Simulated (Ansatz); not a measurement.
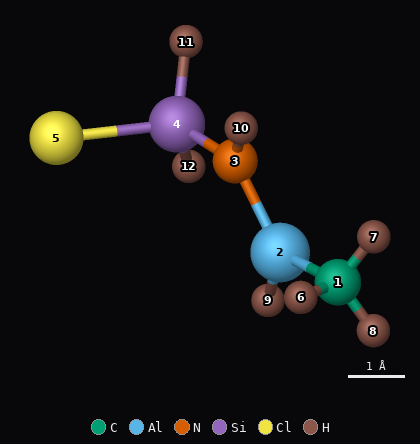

Figure 1. The input geometry (ball-and-stick view, seen at a tilt; atoms are numbered from 1 in the order of the input). Sticks mark near contacts.

CH7AlClNSi: nudged elastic band

- system: CH7AlClNSi
- method: RKS B3LYP/6-31G (Ansatz 0.2.0)

It belongs to a series of runs on one base structure; here: band between the two ends. Figures and captions count atoms from 1; the log counts them from 0 in places.

**The input**
```yaml
crystal:
  periodic: [false, false, false]
  atoms:
    - { symbol: C, position_ang: [-1.065063, 0.929338, -2.148252] }
    - { symbol: Al, position_ang: [0.075378, -0.173807, -0.977252] }
    - { symbol: "N", position_ang: [-0.140415, -0.049717, 0.833962] }
    - { symbol: Si, position_ang: [0.810725, -0.852474, 2.078237] }
    - { symbol: Cl, position_ang: [2.405738, 0.455366, 2.907444] }
    - { symbol: H, position_ang: [-0.737045, 1.977811, -2.141738] }
    - { symbol: H, position_ang: [-2.113321, 0.915485, -1.824031] }
    - { symbol: H, position_ang: [-1.026384, 0.578399, -3.185928] }
    - { symbol: H, position_ang: [1.199127, -1.21265, -1.440005] }
    - { symbol: H, position_ang: [-0.844492, 0.597799, 1.182476] }
    - { symbol: H, position_ang: [-0.015046, -1.20906, 3.27361] }
    - { symbol: H, position_ang: [1.527698, -2.01159, 1.475375] }
basis:
  gaussian: { orbitals: "6-31G" }
hamiltonian:
  xc: b3lyp
neb:
  order_check: false
  images: 4
  f_tol: 0.03
  max_iterations: 60
  climbing: false
  final_atoms:
    - { symbol: C, position_ang: [-0.05490615, 0.67962253, -1.97414719] }
    - { symbol: Al, position_ang: [-1.27198385, -0.079697, -0.62319498] }
    - { symbol: "N", position_ang: [-0.63039644, -0.61900651, 1.00250013] }
    - { symbol: Si, position_ang: [1.00815774, -0.50860531, 1.63212325] }
    - { symbol: Cl, position_ang: [1.34015432, 1.32447842, 2.8451181] }
    - { symbol: H, position_ang: [0.33305198, -0.10442405, -2.6390214] }
    - { symbol: H, position_ang: [0.80664369, 1.18566102, -1.52413052] }
    - { symbol: H, position_ang: [-0.58381866, 1.40486977, -2.60443432] }
    - { symbol: H, position_ang: [-2.84283444, -0.32830547, -0.80881825] }
    - { symbol: H, position_ang: [-1.31776972, -0.98275796, 1.65968522] }
    - { symbol: H, position_ang: [1.32209149, -1.62883671, 2.57184784] }
    - { symbol: H, position_ang: [1.96851007, -0.39809873, 0.49637011] }
  initial_path:
    images:
      - { positions_ang: [[-1.065063, 0.929338, -2.148252], [0.075378, -0.173807, -0.977252], [-0.140415, -0.049717, 0.833962], [0.810725, -0.852474, 2.078237], [2.405738, 0.455366, 2.907444], [-0.737045, 1.977811, -2.141738], [-2.113321, 0.915485, -1.824031], [-1.026384, 0.578399, -3.185928], [1.199127, -1.21265, -1.440005], [-0.844492, 0.597799, 1.182476], [-0.015046, -1.20906, 3.27361], [1.527698, -2.01159, 1.475375]] }
      - { positions_ang: [[-0.72528986, 0.95212194, -1.90673263], [-0.27931261, -0.39863236, -0.93930321], [-0.37223126, -0.48290423, 0.89269984], [0.78103807, -0.56404308, 1.90328491], [1.53458017, 1.01105661, 2.43650064], [-0.09850389, 1.67276153, -1.79180967], [-1.59338279, 1.27823534, -1.51582954], [-0.73841501, 0.78583608, -2.97121676], [0.1945106, -1.4620636, -1.61637054], [-0.68771103, -0.49050465, 1.14901163], [0.38498985, -0.99948948, 3.17648361], [1.67662773, -1.3574741, 1.21717971]] }
      - { positions_ang: [[-0.38551671, 0.97490587, -1.66521325], [-0.63400321, -0.62345773, -0.90135443], [-0.60404752, -0.91609146, 0.95143768], [0.75135114, -0.27561216, 1.72833281], [0.66342234, 1.56674722, 1.96555727], [0.54003722, 1.36771206, -1.44188133], [-1.07344458, 1.64098569, -1.20762808], [-0.45044601, 0.99327317, -2.75650551], [-0.81010579, -1.7114772, -1.79273607], [-0.53093005, -1.57880831, 1.11554726], [0.78502571, -0.78991896, 3.07935723], [1.82555746, -0.7033582, 0.95898443]] }
      - { positions_ang: [[-0.18348534, 0.92496278, -1.63039229], [-0.90347558, -0.60463572, -0.83054303], [-0.70204381, -1.02994936, 0.98514531], [0.79083769, -0.20683842, 1.63911006], [0.4503056, 1.74056971, 1.95309209], [0.75405662, 0.95126505, -1.54133801], [-0.48945165, 1.69502089, -1.14764799], [-0.36193294, 1.15856732, -2.64020678], [-1.61849808, -1.53460829, -1.66649872], [-0.6255856, -1.8949197, 1.2109891], [1.0524532, -0.8738743, 2.9390048], [1.91371988, -0.38065995, 0.76318345]] }
      - { positions_ang: [[-0.11919575, 0.80229265, -1.80226974], [-1.08772972, -0.34216636, -0.726869], [-0.66622013, -0.82447794, 0.99382272], [0.89949771, -0.35772186, 1.63561666], [0.89522996, 1.53252406, 2.3991051], [0.5435543, 0.4234205, -2.09017971], [0.15859602, 1.44034096, -1.33588925], [-0.4728758, 1.28171854, -2.62232055], [-2.23066626, -0.93145688, -1.23765848], [-0.97167766, -1.43883883, 1.43533716], [1.18727235, -1.25135551, 2.75542632], [1.94111498, -0.38937934, 0.62977678]] }
      - { positions_ang: [[-0.05490615, 0.67962253, -1.97414719], [-1.27198385, -0.079697, -0.62319498], [-0.63039644, -0.61900651, 1.00250013], [1.00815774, -0.50860531, 1.63212325], [1.34015432, 1.32447842, 2.8451181], [0.33305198, -0.10442405, -2.6390214], [0.80664369, 1.18566102, -1.52413052], [-0.58381866, 1.40486977, -2.60443432], [-2.84283444, -0.32830547, -0.80881825], [-1.31776972, -0.98275796, 1.65968522], [1.32209149, -1.62883671, 2.57184784], [1.96851007, -0.39809873, 0.49637011]] }
```

Run on 1 thread of Intel Xeon (Emerald Rapids), 360 GiB of memory available, shared host.

Command:
```bash
ansatz run input.yaml --threads 1 --pin off --max-ram 2048MiB --backend cpu --events-out ev --progress --plain --runs-dir out
```

**The program's output**
```
Engine: ansatz 0.2.0, x86_64-unknown-linux-gnu
Functional definition: B3LYP
  parameter a0 = 0.2
  parameter ax = 0.72
  parameter ac = 0.81
  exchange = (1 - a0 - ax)*slater_x + ax*b88_x + a0*exact_x
  correlation = (1 - ac)*vwn_rpa_c + ac*lyp_c
961 factors; integrals over basis functions are off by at most 1.7e-4 eV
mean field evaluation 1: about -29627.0853 eV, gradient 7.3e1 eV
mean field evaluation 2: about -29602.1770 eV, gradient 1.2e2 eV
mean field evaluation 4: about -29638.7973 eV, gradient 7.6e0 eV
mean field evaluation 8: about -29638.9430 eV, gradient 7.9e-2 eV
mean field -29638.94302897 eV, -1089.2110663174 hartree, gradient 2.7e-5 eV, S^2 0.000000; 0 other end points of the search recorded, 0 dependent functions left out
the calculation of the forces begins
reference -29638.94333361 eV, -1089.2110775128 hartree; 32, 32 occupied and 39, 39 virtual orbitals, 961 factors
961 factors; integrals over basis functions are off by at most 1.7e-4 eV
mean field evaluation 16: about -29627.1181 eV, gradient 7.3e1 eV
mean field -29638.93783471 eV, -1089.2108754318 hartree, gradient 2.2e-5 eV, S^2 0.000000; 0 other end points of the search recorded, 0 dependent functions left out
[... from here on the field's lines of each further geometry are left out, up to the last ...]
NEB iter   1: max|band force component| = 2.570e2 eV/Å  barrier→ = 52.3116 eV  barrier← = 52.3064 eV  Δτ_max = 0.1992 Å  (141 SCF iters)
NEB iter   2: max|band force component| = 6.960e1 eV/Å  barrier→ = 15.5363 eV  barrier← = 15.5311 eV  Δτ_max = 0.2000 Å  (116 SCF iters)
NEB iter   3: max|band force component| = 4.584e1 eV/Å  barrier→ = 7.9304 eV  barrier← = 7.9252 eV  Δτ_max = 0.2000 Å  (107 SCF iters)
NEB iter   4: max|band force component| = 1.981e1 eV/Å  barrier→ = 2.7888 eV  barrier← = 2.7836 eV  Δτ_max = 0.1989 Å  (110 SCF iters)
NEB iter   5: max|band force component| = 9.298e0 eV/Å  barrier→ = 1.1484 eV  barrier← = 1.1432 eV  Δτ_max = 0.1982 Å  (107 SCF iters)
NEB iter   6: max|band force component| = 4.841e0 eV/Å  barrier→ = 1.9511 eV  barrier← = 1.9459 eV  Δτ_max = 0.0988 Å  (107 SCF iters)
NEB iter   7: max|band force component| = 2.595e0 eV/Å  barrier→ = 0.7813 eV  barrier← = 0.7762 eV  Δτ_max = 0.0494 Å  (107 SCF iters)
NEB iter   8: max|band force component| = 1.804e0 eV/Å  barrier→ = 0.5493 eV  barrier← = 0.5441 eV  Δτ_max = 0.0247 Å  (104 SCF iters)
NEB iter   9: max|band force component| = 1.305e0 eV/Å  barrier→ = 0.5038 eV  barrier← = 0.4986 eV  Δτ_max = 0.0492 Å  (105 SCF iters)
NEB iter  10: max|band force component| = 6.305e-1 eV/Å  barrier→ = 0.4678 eV  barrier← = 0.4626 eV  Δτ_max = 0.0999 Å  (103 SCF iters)
NEB iter  11: max|band force component| = 5.185e-1 eV/Å  barrier→ = 0.4382 eV  barrier← = 0.4330 eV  Δτ_max = 0.1938 Å  (99 SCF iters)
NEB iter  12: max|band force component| = 3.191e-1 eV/Å  barrier→ = 0.4274 eV  barrier← = 0.4222 eV  Δτ_max = 0.1175 Å  (103 SCF iters)
NEB iter  13: max|band force component| = 1.842e-1 eV/Å  barrier→ = 0.4155 eV  barrier← = 0.4103 eV  Δτ_max = 0.1400 Å  (103 SCF iters)
NEB iter  14: max|band force component| = 1.269e-1 eV/Å  barrier→ = 0.4111 eV  barrier← = 0.4059 eV  Δτ_max = 0.0805 Å  (103 SCF iters)
NEB iter  15: max|band force component| = 7.273e-2 eV/Å  barrier→ = 0.4054 eV  barrier← = 0.4002 eV  Δτ_max = 0.1348 Å  (103 SCF iters)
NEB iter  16: max|band force component| = 7.273e-2 eV/Å  barrier→ = 0.3996 eV  barrier← = 0.3944 eV  Δτ_max = 0.0679 Å  (99 SCF iters)
NEB iter  17: max|band force component| = 1.735e-1 eV/Å  barrier→ = 0.3976 eV  barrier← = 0.3924 eV  Δτ_max = 0.0339 Å  (102 SCF iters)
NEB iter  18: max|band force component| = 1.282e-1 eV/Å  barrier→ = 0.3959 eV  barrier← = 0.3907 eV  Δτ_max = 0.0339 Å  (104 SCF iters)
NEB iter  19: max|band force component| = 6.817e-2 eV/Å  barrier→ = 0.3952 eV  barrier← = 0.3900 eV  Δτ_max = 0.0339 Å  (98 SCF iters)
NEB iter  20: max|band force component| = 4.732e-2 eV/Å  barrier→ = 0.3949 eV  barrier← = 0.3897 eV  Δτ_max = 0.0339 Å  (94 SCF iters)
NEB iter  21: max|band force component| = 3.296e-2 eV/Å  barrier→ = 0.3950 eV  barrier← = 0.3898 eV  Δτ_max = 0.0339 Å  (91 SCF iters)
the calculation of the forces begins
reference -29638.93608558 eV, -1089.2108111528 hartree; 32, 32 occupied and 39, 39 virtual orbitals, 961 factors
961 factors; integrals over basis functions are off by at most 1.7e-4 eV
mean field -29638.54781395 eV, -1089.1965424334 hartree, gradient 2.1e-5 eV, S^2 0.000000; 1 other end points of the search recorded, 0 dependent functions left out
the calculation of the forces begins
reference -29638.54812524 eV, -1089.1965538732 hartree; 32, 32 occupied and 39, 39 virtual orbitals, 961 factors
NEB iter  22: max|band force component| = 2.985e-2 eV/Å  barrier→ = 0.3952 eV  barrier← = 0.3900 eV  Δτ_max = 0.0000 Å  (186 SCF iters)
```

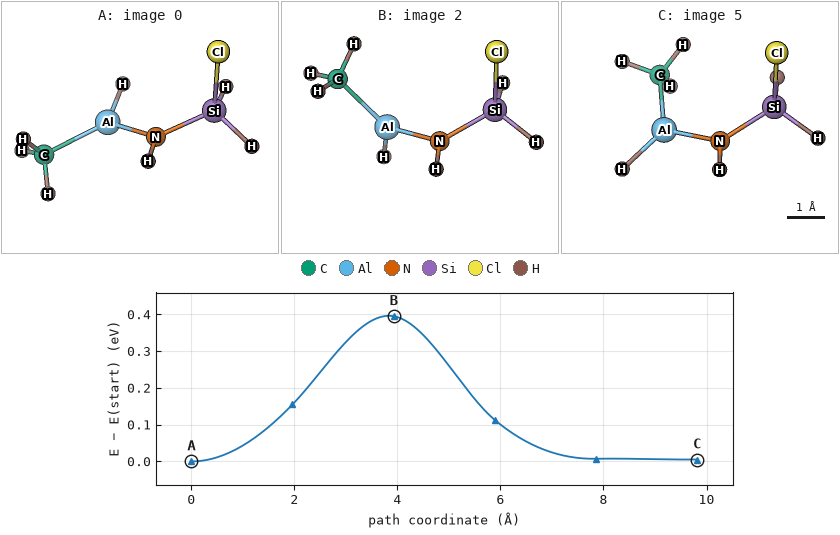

Figure 2. Images of the last band (counted from 0; ball-and-stick, seen at a tilt) above the energy along the path; the line is a cubic interpolation that uses the forces. The highest image is number 2, 0.395 eV above the start and 0.390 eV above the end; the end lies 0.005 eV above the start. The path is 9.82 Å long. The band converged in 22 iterations.

```
Total energy: -29638.54812524 eV, -1089.1965538732 hartree
Atom 0 at    -0.605291     1.069671    -1.939797 Å, force    -0.010599    -0.009000     0.001457 eV/Å
Atom 1 at    -0.439757    -0.648510    -0.993937 Å, force    -0.006663    -0.008291    -0.008422 eV/Å
Atom 2 at    -0.432771    -0.734812     0.857442 Å, force    -0.009667    -0.002960    -0.007031 eV/Å
Atom 3 at     0.935571    -0.520521     1.927447 Å, force     0.001433    -0.016196     0.007409 eV/Å
Atom 4 at     1.223389     1.567768     2.649148 Å, force    -0.005451     0.018068     0.001159 eV/Å
Atom 5 at     0.152107     1.790726    -1.606209 Å, force     0.007370     0.001010     0.002854 eV/Å
Atom 6 at    -1.583115     1.529161    -1.734549 Å, force     0.012005     0.003001    -0.002993 eV/Å
Atom 7 at    -0.512061     0.942185    -3.024261 Å, force     0.006889     0.009101     0.004330 eV/Å
Atom 8 at    -0.323395    -2.046063    -1.777586 Å, force    -0.014652     0.000353     0.002134 eV/Å
Atom 9 at    -1.324376    -0.875710     1.329468 Å, force     0.019302    -0.007372     0.004445 eV/Å
Atom 10 at     0.800859    -1.315317     3.186700 Å, force     0.001746     0.002573    -0.007284 eV/Å
Atom 11 at     2.185741    -0.813678     1.160033 Å, force    -0.001715     0.009714     0.001944 eV/Å
Dipole moment:    -0.372852    -0.486048    -0.375314 e Å
this run last wrote the band of iteration 22 to [file]
```

**The last band as extended XYZ (Å, eV, eV/Å)**
```
12
Properties=species:S:1:pos:R:3:forces:R:3 image=0 energy=-29638.94303
C    -1.0651    0.9293   -2.1483    0.0001  -0.0015   0.0017
Al    0.0754   -0.1738   -0.9773    0.0068   0.0046   0.0030
N    -0.1404   -0.0497    0.8340    0.0015  -0.0032  -0.0052
Si    0.8107   -0.8525    2.0782    0.0043   0.0038  -0.0005
Cl    2.4057    0.4554    2.9074   -0.0027  -0.0002  -0.0003
H    -0.7370    1.9778   -2.1417    0.0005  -0.0023   0.0007
H    -2.1133    0.9155   -1.8240   -0.0018   0.0021  -0.0022
H    -1.0264    0.5784   -3.1859   -0.0017  -0.0013   0.0005
H     1.1991   -1.2127   -1.4400   -0.0029   0.0000  -0.0006
H    -0.8445    0.5978    1.1825   -0.0016   0.0021   0.0010
H    -0.0150   -1.2091    3.2736   -0.0005  -0.0027   0.0015
H     1.5277   -2.0116    1.4754   -0.0020  -0.0014   0.0003
12
Properties=species:S:1:pos:R:3:forces:R:3 image=1 energy=-29638.78811
C    -0.8706    1.0247   -2.0636   -0.0202  -0.0017  -0.0113
Al   -0.2258   -0.4813   -0.9730    0.0183   0.0141  -0.0007
N    -0.3820   -0.3960    0.8545    0.0255   0.0161  -0.0067
Si    0.8845   -0.7632    2.0155   -0.0114  -0.0168   0.0103
Cl    1.8230    1.1186    2.7541    0.0334  -0.0328   0.0111
H    -0.1390    1.8407   -1.9561   -0.0344   0.0054  -0.0231
H    -1.8399    1.4241   -1.7447   -0.0275  -0.0145  -0.0017
H    -0.9282    0.7731   -3.1281   -0.0325  -0.0107  -0.0052
H     0.5524   -1.7566   -1.5436    0.0833   0.0232   0.0146
H    -1.1887    0.0905    1.2401    0.0083   0.0700  -0.0071
H     0.4200   -1.4285    3.2706   -0.0281  -0.0099   0.0041
H     1.9711   -1.5012    1.3083   -0.0148  -0.0423   0.0157
12
Properties=species:S:1:pos:R:3:forces:R:3 image=2 energy=-29638.54781
C    -0.6053    1.0697   -1.9398   -0.0106  -0.0090   0.0015
Al   -0.4398   -0.6485   -0.9939   -0.0067  -0.0083  -0.0084
N    -0.4328   -0.7348    0.8574   -0.0097  -0.0030  -0.0070
Si    0.9356   -0.5205    1.9274    0.0014  -0.0162   0.0074
Cl    1.2234    1.5678    2.6491   -0.0055   0.0181   0.0012
H     0.1521    1.7907   -1.6062    0.0074   0.0010   0.0029
H    -1.5831    1.5292   -1.7345    0.0120   0.0030  -0.0030
H    -0.5121    0.9422   -3.0243    0.0069   0.0091   0.0043
H    -0.3234   -2.0461   -1.7776   -0.0147   0.0004   0.0021
H    -1.3244   -0.8757    1.3295    0.0193  -0.0074   0.0044
H     0.8009   -1.3153    3.1867    0.0017   0.0026  -0.0073
H     2.1857   -0.8137    1.1600   -0.0017   0.0097   0.0019
12
Properties=species:S:1:pos:R:3:forces:R:3 image=3 energy=-29638.83020
C    -0.3046    1.0402   -1.8532    0.0049  -0.0093   0.0032
Al   -0.8345   -0.6077   -0.9190   -0.0316   0.0006   0.0127
N    -0.4022   -0.9351    0.8318    0.0143  -0.0159  -0.0338
Si    0.9758   -0.4186    1.7943   -0.0067   0.0163   0.0136
Cl    0.8526    1.6786    2.5119   -0.0356   0.0090   0.0048
H     0.6040    1.5066   -1.4595    0.0379  -0.0096   0.0111
H    -1.1183    1.7713   -1.7294    0.0231   0.0063  -0.0097
H    -0.1794    0.8761   -2.9297    0.0267  -0.0058   0.0033
H    -1.7541   -1.7484   -1.5648   -0.0851   0.0151   0.0120
H    -1.0561   -1.5277    1.3394    0.0207  -0.0565   0.0001
H     1.0684   -1.2486    3.0354    0.0201   0.0013  -0.0112
H     2.2251   -0.4419    0.9766    0.0112   0.0484  -0.0062
12
Properties=species:S:1:pos:R:3:forces:R:3 image=4 energy=-29638.93578
C    -0.0731    0.7922   -1.9415    0.0041   0.0076  -0.0078
Al   -1.1981   -0.2520   -0.7072   -0.0095  -0.0055   0.0009
N    -0.5537   -0.7937    0.9167    0.0017  -0.0013   0.0039
Si    1.0010   -0.4464    1.6619    0.0050  -0.0021   0.0050
Cl    0.9118    1.2764    3.0631    0.0021   0.0016  -0.0036
H     0.9970    0.6824   -1.7333   -0.0032  -0.0011   0.0012
H    -0.3123    1.8625   -1.8755   -0.0011  -0.0020   0.0010
H    -0.2527    0.4854   -2.9796    0.0007   0.0039   0.0030
H    -2.7012   -0.7265   -0.9918    0.0019  -0.0028   0.0003
H    -1.2003   -1.3190    1.5025    0.0011   0.0036  -0.0069
H     1.4851   -1.5784    2.5111   -0.0035   0.0016   0.0020
H     1.9733   -0.0382    0.6075    0.0007  -0.0034   0.0011
12
Properties=species:S:1:pos:R:3:forces:R:3 image=5 energy=-29638.93784
C    -0.0549    0.6796   -1.9741   -0.0019   0.0004   0.0018
Al   -1.2720   -0.0797   -0.6232    0.0071   0.0012   0.0043
N    -0.6304   -0.6190    1.0025    0.0036   0.0000  -0.0015
Si    1.0082   -0.5086    1.6321   -0.0042   0.0005  -0.0009
Cl    1.3402    1.3245    2.8451    0.0010  -0.0016  -0.0040
H     0.3331   -0.1044   -2.6390    0.0002  -0.0009   0.0011
H     0.8066    1.1857   -1.5241   -0.0017  -0.0001   0.0015
H    -0.5838    1.4049   -2.6044    0.0008   0.0001  -0.0021
H    -2.8428   -0.3283   -0.8088   -0.0038   0.0005  -0.0017
H    -1.3178   -0.9828    1.6597   -0.0009  -0.0017  -0.0006
H     1.3221   -1.6288    2.5718    0.0006   0.0005   0.0004
H     1.9685   -0.3981    0.4964   -0.0006   0.0011   0.0017
```

**Results in brief**

```json
{"quantity": "outcome", "value": "converged"}
{"quantity": "barrier, forward", "value": "0.395 eV"}
{"quantity": "barrier, backward", "value": "0.390 eV"}
{"quantity": "wall time", "value": "5.8 min"}
{"quantity": "peak memory", "value": "0.21 GiB"}
```

The order of the saddle point was not checked.
